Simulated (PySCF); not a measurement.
C$_{5}$H$_{9}$BOSi

Input file:

```
{"job": {"kind": "uv", "xc": "CAM-B3LYP", "basis": "def2-SVPD", "nstates": 8, "ntriplets": 3}, "charge": 0, "multiplicity": 1}
C      3.776152     0.824057     0.065601
C      2.612627     1.107012     0.212314
B      1.164811     1.454583     0.398025
C      0.140887     0.281009     0.670529
C     -0.085236    -0.417100    -0.703759
Si    -1.802732    -1.216928    -0.489646
C     -2.053134    -0.321749     1.186087
O     -1.105270     0.734741     1.172017
H      4.792294     0.583356    -0.063873
H      0.787150     2.553149     0.271134
H      0.531248    -0.488994     1.359949
H      0.729859    -1.106072    -0.913526
H     -0.093422     0.328997    -1.499828
H     -2.758589    -0.789980    -1.510649
H     -1.750271    -2.673623    -0.347298
H     -1.864223    -0.980924     2.046910
H     -3.029149     0.140496     1.329381
```

Command:

```sh
OMP_NUM_THREADS=1 python probes_run.py task.json out
```

Geometry: GFN2-xTB.

Method: CAM-B3LYP/def2-SVPD, SCF density, gas phase in PySCF.

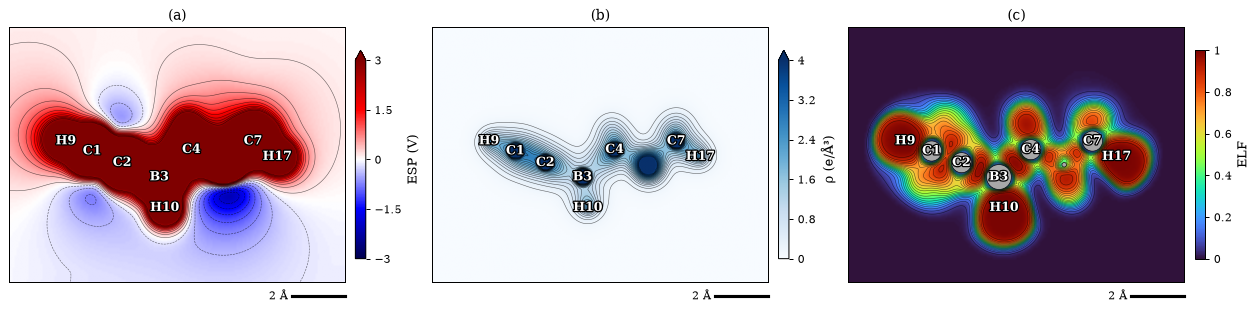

Figure 1. (a) molecular electrostatic potential; (b) electron density; (c) electron localisation function on the plane of atoms C2, B3 and H10. Grey discs cover the atomic cores in the ELF map.

Q: Interpret the plot.

A: Atoms in the plane: C, B and H. C–C (1.21 Å): ρ at the midpoint is about 2.7 e/Å³; the ELF peaks at about 0.85 between the atoms: a short, multiple covalent bond. C–B (1.50 Å): the density is about 1.5 e/Å³ at the midpoint; the ELF peaks at about 1 between the atoms: a covalent bond. C–H (1.05 Å): ρ is about 2.1 e/Å³ halfway; the ELF climbs to about 1 towards the hydrogen, as it does in any bond to H: an ordinary covalent bond to hydrogen. C–B (1.58 Å): the density is about 1.4 e/Å³ at the midpoint; the ELF peaks at about 1 between the atoms; a shared electron pair. B–H (1.17 Å): ρ at the midpoint is about 1.3 e/Å³; the ELF climbs to about 1 towards the hydrogen (an ordinary covalent bond to hydrogen). The ELF also peaks beside O8, away from the bonds: lone-pair regions. Outside the dense part of the molecule the potential is most negative (−2.1 V) near O8, which lies off the plane.

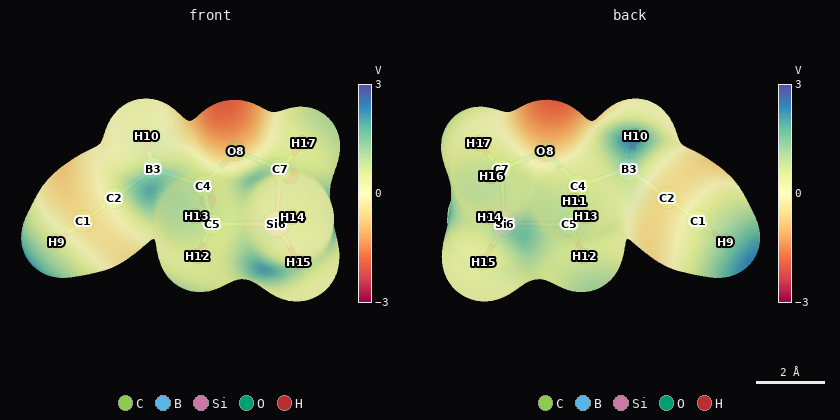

Figure 2. The electrostatic potential painted on the density surface at 0.004 e/bohr³, seen from the front and from behind; the colour scale runs from red (negative) to blue (positive).

Q: Describe the electrostatic potential map.

A: The most negative region (about −1.9 V, or −44 kcal/mol for a unit charge) lies over O8, the most positive (about +2.3 V, or +53 kcal/mol for a unit charge) over B3 and H9. O8 is the likeliest acceptor of a hydrogen bond.

Q: What dipole moment does the calculation give?

A: Its dipole moment is 2.02 D.
